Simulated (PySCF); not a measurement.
# BBrH₃P, SMILES `PBBr`: electronic structure

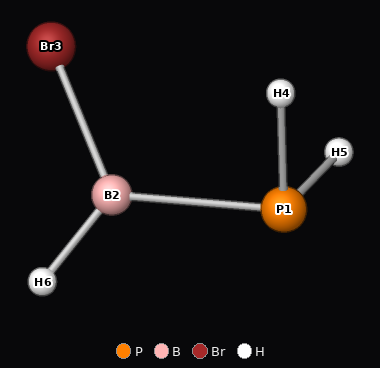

The molecule, with its atoms numbered as below. No frequency check shows the geometry to be a minimum.

Geometry (Å), atoms numbered from 1:

```
P1       2.1948    0.0809    0.0000
B2       0.4844   -0.8343   -0.0003
Br3     -1.1270    0.0853    0.0000
H4       1.8293    0.9866    0.9870
H5       1.8280    0.9895   -0.9867
H6       0.4446   -2.0055   -0.0005
```

### 1. Bonding charge

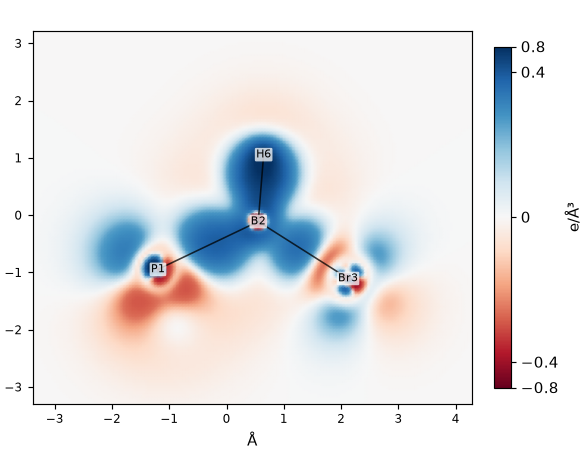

Deformation density (molecule less spherical, spin-averaged free atoms) in the plane of P1, B2, Br3 and H6; colour scale in e/Å³, logarithmic beyond ±0.1; blue: gain, red: loss.

Computed with PySCF, PBE0/cc-pVTZ, geometry: GFN2-xTB.

**How much density has each bond in this plane gained at its critical point, relative to the free atoms?**

B2–H6: +0.56 e/Å³ at the bond critical point (bond length 1.17 Å, Mayer order 1.0). P1–B2: +0.35 e/Å³ at the bond critical point (bond length 1.94 Å, Mayer order 1.1). B2–Br3: +0.20 e/Å³ at the bond critical point (bond length 1.85 Å, Mayer order 1.4). In all, 1.4 electrons gather in the regions of gain relative to the promolecule.

**Where do the Hirshfeld charges lie?**

The highest Hirshfeld charge is on B2 (+0.09 e), the lowest on H6 (−0.05 e).

| atom | charge (e) |
| --- | --- |
| P1 | −0.01 |
| B2 | +0.09 |
| Br3 | −0.01 |
| H4 | −0.01 |
| H5 | −0.01 |
| H6 | −0.05 |

### 2. Bond critical points

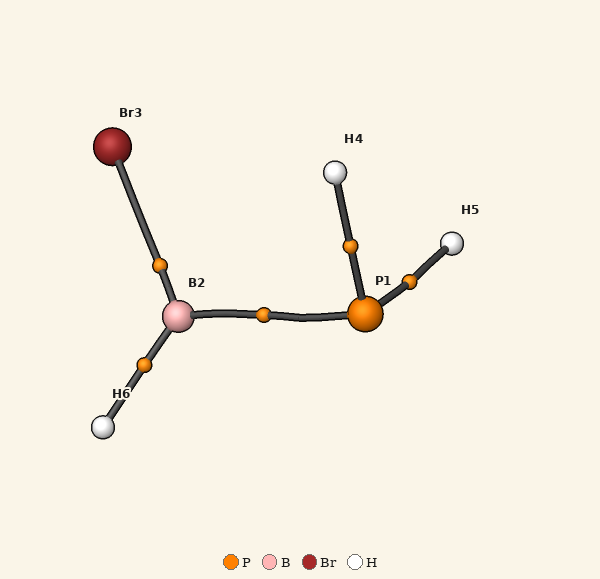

Molecular graph of the electron density (QTAIM): bond paths, bond critical points (orange), ring points (yellow, if any); weak paths are dashed.

**How many critical points of each kind are there, and does the count close?**

6 nuclei, 5 bond, 0 ring and 0 cage critical points: 6 − 5 + 0 − 0 = 1, as the Poincaré–Hopf relation requires.

**What does the calculation give at each kind of bond critical point?**

```
           bond  length (Å)  ρ (a.u.)  ∇²ρ (a.u.)     ε  H (a.u.)
          B2–H6       1.172     0.197       −0.42  0.18    −0.225
P1–H4 (2 alike)       1.389     0.167       +0.02  0.07    −0.163
         B2–Br3       1.855     0.144       −0.12  0.33    −0.141
          P1–B2       1.940     0.142       −0.29  0.04    −0.092
```

**What kind of interaction is P1–H4?**

Polar or intermediate (positive Laplacian, negative energy density H): ρ = 0.167, ∇²ρ = +0.02, H = −0.163 a.u.

### 3. Electrostatic potential

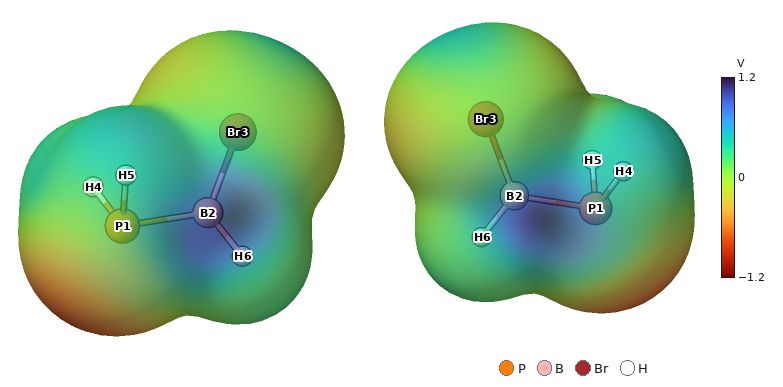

Electrostatic potential on the surface of electron density 0.001 a.u. (back view left, front view right).

**Where are the extremes of the potential on the surface?**

Highest: 1.19 V, over B2, off the plane of its three bonds (1.8 Å). Further maxima include 0.43 V, 2.1 Å from Br3; 0.34 V, near H5 (1.82 Å) and H4 (2.01 Å), over P1 (2.1 Å). Lowest: −0.76 V, 2.4 Å from P1. Further minima include −0.26 V, 2.2 Å from Br3; −0.19 V, 2.3 Å from Br3. The surface is sampled at points, so like sites can differ by a few per cent and only the strongest of them is named.

**Does Br3 carry a σ-hole?**

Yes: a local maximum of +0.43 V lies on the extension of the B2–Br3 bond.

### 4. Excited states

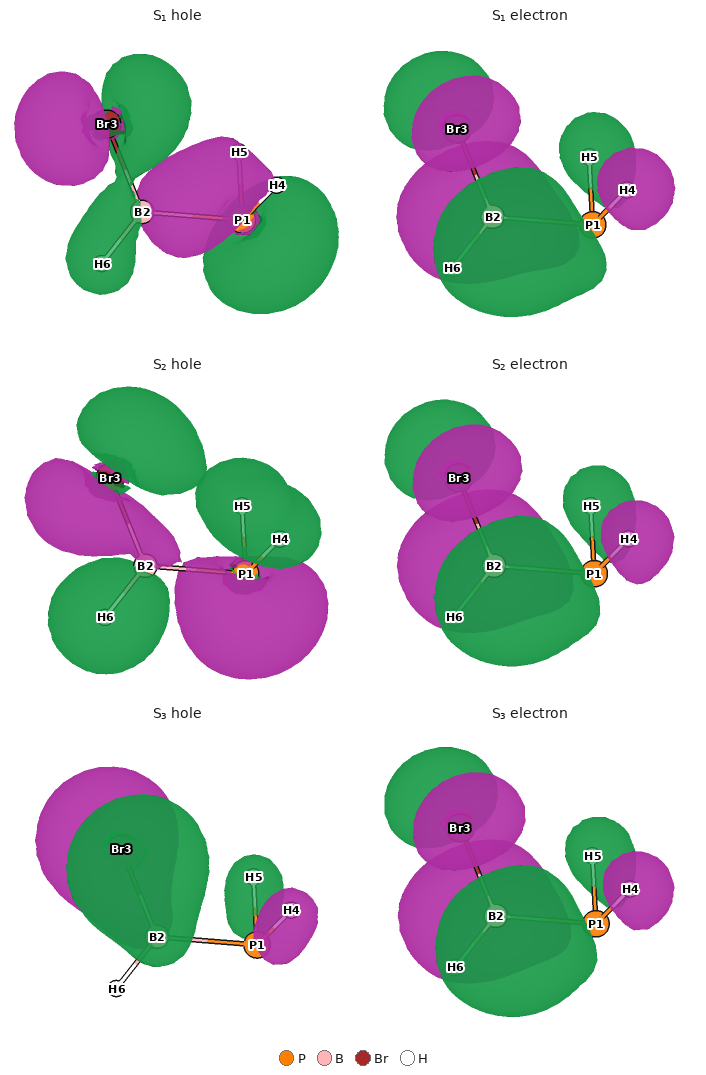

Leading natural transition orbitals (full linear response singlet states).

Computed with PySCF, LC-wPBE/def2-SVP, geometry: GFN2-xTB. Without diffuse functions Rydberg states are missing, so the states' numbers hold for this basis only.

**Describe these excited states.**

By state:
- S₁: 3.99 eV (311 nm), f = 0.000 (very weak), n → empty p orbital of B2; the leading pair carries 99 %; hole on P1 (47 %), Br3 (32 %) and B2 (13 %), electron on B2 (54 %), Br3 (18 %) and P1 (14 %); their centroids lie 0.7 Å apart.
- S₂: 5.09 eV (243 nm), f = 0.002 (very weak), n → empty p orbital of B2; the leading pair carries 99 %; hole on P1 (37 %), Br3 (29 %) and H6 (12 %), electron on B2 (55 %), Br3 (18 %) and P1 (13 %); their centroids lie 0.5 Å apart.
- S₃: 6.63 eV (187 nm), f = 0.104 (bright), n → empty p orbital of B2; the leading pair carries 96 %; hole on Br3 (81 %) and B2 (10 %), electron on B2 (55 %), Br3 (21 %) and P1 (12 %); their centroids lie 1.3 Å apart; S₄ lies within 0.1 eV of it.

### 5. Removing or adding an electron

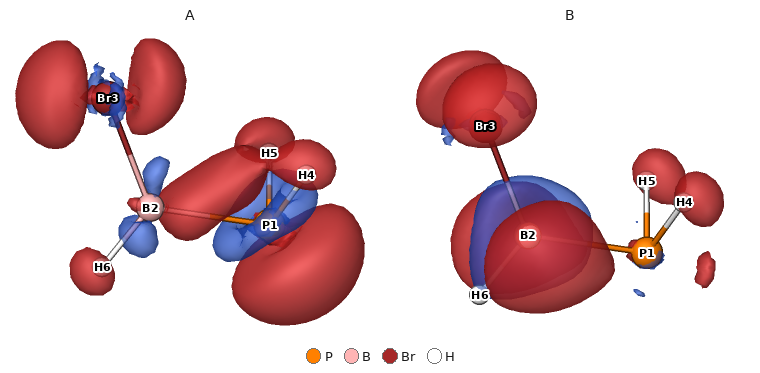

The two Fukui functions at ±0.03 e/Å³ (red positive, blue negative).

Computed with PySCF, PBE0/def2-SVP, geometry: GFN2-xTB.

**Which panel is f⁻ (electron removed) and which f⁺ (electron added)?**

A is f⁻, B is f⁺. f⁻ (Hirshfeld-condensed) is largest on P1 (0.43) and Br3 (0.31); the vertical ionisation energy is 9.49 eV. f⁺ (Hirshfeld-condensed) is largest on B2 (0.33) and Br3 (0.26); the vertical electron affinity is 0.35 eV (the stability of the anion's solution wasn't checked; the anion's highest orbital has positive energy, so this value and f⁺ depend on the basis).

**What chemical potential and hardness follow from the two energies?**

μ = −(I + A)/2 = −4.92 eV and η = I − A = 9.13 eV.
